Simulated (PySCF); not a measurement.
# NEVPT2(2,2)/6-31G(d) (spherical functions) run of BNH3ClO (SMILES NB(O)Cl)

What is the vertical ionisation energy of BNH3ClO at NEVPT2(2,2)/6-31G* (spherical functions)? Input form: a Python script.

Program for the calculation: PySCF 2.14.0.

2 further runs of the same task are left out: 1 that didn't finish, 1 set aside as unsound or not needed.

## Step 1: Starting point

BNH3ClO has 7 atoms, charge 0, and is taken as a singlet. SMILES: `NB(O)Cl`. The shape is that of a PBE0-D4/def2-TZVP optimisation. This is one conformer, not always the lowest.

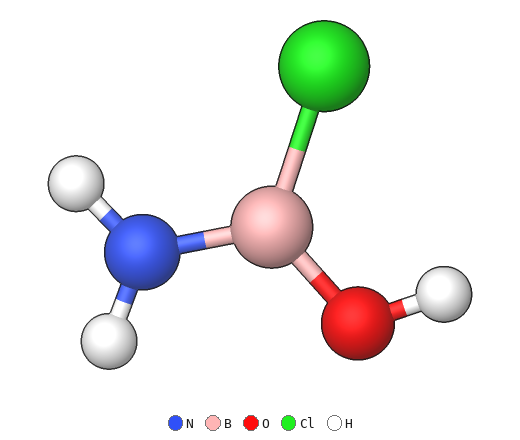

Viewed from a chosen angle; nitrogen blue, boron pink, oxygen red, chlorine green, hydrogen white.

## Step 2: The energy at NEVPT2(2,2)/6-31G(d) (spherical functions)

run.py reads:

```python
import numpy
from pyscf import gto, scf, mp, mcscf, mrpt

molecule = gto.Mole()
molecule.atom = '''
N     -0.982847     1.844751    -0.027212
B      0.115084    -0.544430    -0.157414
O      2.073030    -1.176543     1.384035
Cl    -1.077144    -2.791314    -2.381811
H     -2.426786     2.375953    -1.132135
H     -0.367174     3.159055     1.196953
H      2.666026    -2.867470     1.117773
'''
molecule.unit = 'bohr'
molecule.spin = 0
molecule.basis = '6-31g*'
molecule.charge = 0
molecule.max_memory = 1860
molecule.verbose = 3
molecule.build()

calc0 = scf.RHF(molecule)
calc0.conv_tol = 1e-10
calc0.kernel()
if not calc0.converged:
    calc0 = calc0.newton().run(calc0.mo_coeff, calc0.mo_occ)

pt = mp.MP2(scf.addons.convert_to_uhf(calc0)).run()
noons, natorbs = mcscf.addons.make_natural_orbitals(pt)
print('natural occupations', numpy.round(noons[:40], 4))
cas = mcscf.CASSCF(calc0, 2, 2)
cas.fix_spin_(ss=0.0)
cas.natorb = True
cas.kernel(natorbs)
e_pt2 = mrpt.NEVPT(cas).kernel()
e_tot = cas.e_tot + e_pt2
print('E(%s) = %.9f' % ('NEVPT2', e_tot))
```

Launch:

```sh
$ OMP_NUM_THREADS=1 python run.py
```

What it wrote:

```text
converged SCF energy = -615.367136416627
E(UMP2) = -615.920312438205  E_corr = -0.553176021578118
E(SCS-UMP2) = -615.902997820085  E_corr = -0.535861403458316
natural occupations [2.     1.9999 1.9999 1.9999 1.9998 1.9998 1.9998 1.9997 1.9881 1.9868
 1.9843 1.9714 1.9707 1.9699 1.9699 1.9675 1.9667 1.9648 1.9619 1.9611
 0.0353 0.0279 0.0234 0.0218 0.0188 0.0182 0.0163 0.0153 0.0126 0.0116
 0.0106 0.0103 0.0102 0.0096 0.0094 0.0092 0.0075 0.0069 0.0062 0.0059]
CASSCF energy = -615.378120093766
CASCI E = -615.378120093766  E(CI) = -1.71609807942514  S^2 = 0.0000000
Sr    (-1)',   E = -0.00000000006399
Si    (+1)',   E = -0.00000000000247
Sijrs (0)  ,   E = -0.45318036318145
Sijr  (+1) ,   E = -0.01393459513900
Srsi  (-1) ,   E = -0.04035936156484
Srs   (-2) ,   E = -0.00642484272114
Sij   (+2) ,   E = -0.00108688305848
Sir   (0)' ,   E = -0.02639139577028
Nevpt2 Energy = -0.541377441501652
E(NEVPT2) = -615.919497535
```

Wall time 12 s (1 thread of Arm Neoverse V1, shared host); peak memory 0.19 GiB.

## Step 3: The doublet cation at the same level

run.py reads:

```python
import numpy
from pyscf import gto, scf, mp, mcscf, mrpt

mol = gto.M(
    atom='''
N       -0.520100       0.976200      -0.014400
B        0.060900      -0.288100      -0.083300
O        1.097000      -0.622600       0.732400
Cl      -0.570000      -1.477100      -1.260400
H       -1.284200       1.257300      -0.599100
H       -0.194300       1.671700       0.633400
H        1.410800      -1.517400       0.591500
''',
    basis='6-31g*',
    verbose=4,
    spin=1,
    charge=1,
    max_memory=1860,
)

mf = mol.ROHF()
mf.conv_tol = 1e-10
mf.kernel()
if not mf.converged:
    mf = mf.newton().run(mf.mo_coeff, mf.mo_occ)

pt = mp.MP2(scf.addons.convert_to_uhf(mf)).run()
noons, natorbs = mcscf.addons.make_natural_orbitals(pt)
print('natural occupations', numpy.round(noons[:40], 4))
cas = mcscf.CASSCF(mf, 2, 1)
cas.fix_spin_(ss=0.75)
cas.natorb = True
cas.kernel(natorbs)
e_pt2 = mrpt.NEVPT(cas).kernel()
etot = cas.e_tot + e_pt2
print('E(%s) = %.9f' % ('NEVPT2', etot))
```

Launch:

```sh
$ OMP_NUM_THREADS=1 python run.py
```

What it wrote:

```text
PySCF version 2.14.0

[INPUT] num. atoms = 7
[INPUT] num. electrons = 39
[INPUT] charge = 1
[INPUT] spin (= nelec alpha-beta = 2S) = 1
[INPUT] symmetry False subgroup None
[INPUT] Mole.unit = angstrom
[INPUT] Symbol           X                Y                Z      unit          X                Y                Z       unit  Magmom
[INPUT]  1 N     -0.520100000000   0.976200000000  -0.014400000000 AA   -0.982846557386   1.844750642800  -0.027212056194 Bohr   0.0
[INPUT]  2 B      0.060900000000  -0.288100000000  -0.083300000000 AA    0.115084320986  -0.544430096487  -0.157414186176 Bohr   0.0
[INPUT]  3 O      1.097000000000  -0.622600000000   0.732400000000 AA    2.073029558648  -1.176543485154   1.384035413631 Bohr   0.0
[INPUT]  4 Cl    -0.570000000000  -1.477100000000  -1.260400000000 AA   -1.077143891002  -2.791314458595  -2.381810807402 Bohr   0.0
[INPUT]  5 H     -1.284200000000   1.257300000000  -0.599100000000 AA   -2.426786289166   2.375952656416  -1.132134921227 Bohr   0.0
[INPUT]  6 H     -0.194300000000   1.671700000000   0.633400000000 AA   -0.367173786003   3.159055162435   1.196952527300 Bohr   0.0
[INPUT]  7 H      1.410800000000  -1.517400000000   0.591500000000 AA    2.666025616536  -2.867470421415   1.117773002680 Bohr   0.0

[... 56 lines left out ...]
converged SCF energy = -615.017659141646
[... 34 lines left out ...]
sorting_mo_energy = False
[... 18 lines left out ...]
1-step CASSCF converged in   2 macro ( 10 JK   4 micro) steps
[... 2 lines left out ...]
WARN: Active orbitals [1] (occs = [2.2390321e-21]) are canonicalized with external orbitals

Natural occ [1.0000000e+00 2.2390321e-21]
Natural orbital (expansion on meta-Lowdin AOs) in CAS space
               #1        #2
0 N 1s          -0.00000  -0.00021
0 N 2s          -0.00001   0.41869
0 N 3s          -0.00000   0.16014
[... 62 lines of this table left out ...]
6 H 2s           0.00000  -0.06497
<CAS-nat-orb|mo-hf>  20     20      -1.00000000
<CAS-nat-orb|mo-hf>  21     21       1.00000000
CASSCF energy = -615.017659141480
CASCI E = -615.017659141480  E(CI) = -0.896194785301304  S^2 = 0.7500000

******** <class 'pyscf.mrpt.nevpt2.NEVPT'> ********
NEVPT2 (1e+0e, 2o), ncore = 19, nvir = 45
root = 0

WARN: Active orbitals [1] (occs = [-0.]) are canonicalized with external orbitals

Natural occ [ 1. -0.]
Natural orbital (expansion on meta-Lowdin AOs) in CAS space
               #1        #2
0 N 1s          -0.00000  -0.00021
0 N 2s          -0.00001   0.41869
0 N 3s          -0.00000   0.16014
[... 62 lines of this table left out ...]
6 H 2s           0.00000  -0.06497
<CAS-nat-orb|mo-hf>  20     20      -1.00000000
<CAS-nat-orb|mo-hf>  21     21       1.00000000
Sr    (-1)',   E = -0.00000000004786
Si    (+1)',   E = -0.00101602578557
Sijrs (0)  ,   E = -0.44978911129135
Sijr  (+1) ,   E = -0.02663337814278
Srsi  (-1) ,   E = -0.03253698653312
Srs   (-2) ,   E = -0.00000000000000
Sij   (+2) ,   E = -0.00130983586708
Sir   (0)' ,   E = -0.01053254466788
Nevpt2 Energy = -0.521817882335639
E(NEVPT2) = -615.539477024
```

It took 3.3 s on 1 thread of Arm Neoverse V1, shared host; peak memory 0.19 GiB.

## Step 4: What came out

At NEVPT2(2,2)/6-31G* (spherical functions):

```
                                              quantity          value
                         singlet BNH3ClO: total energy  -615.91950 Eh
 singlet BNH3ClO: dipole moment (Hartree–Fock density)         1.25 D
  singlet BNH3ClO: HOMO energy (Hartree–Fock orbitals)      -11.48 eV
  singlet BNH3ClO: LUMO energy (Hartree–Fock orbitals)        5.94 eV
singlet BNH3ClO: HOMO–LUMO gap (Hartree–Fock orbitals)       17.42 eV
                          doublet cation: total energy  -615.53948 Eh
    vertical ionisation energy (to the doublet cation)      10.341 eV
```

**Reading.** The vertical ionisation energy comes to 10.34 eV (238 kcal/mol). Mulliken charges (singlet BNH3ClO) of the mean-field density run from -0.95 on N1 to +0.72 on B2; they depend strongly on the basis.
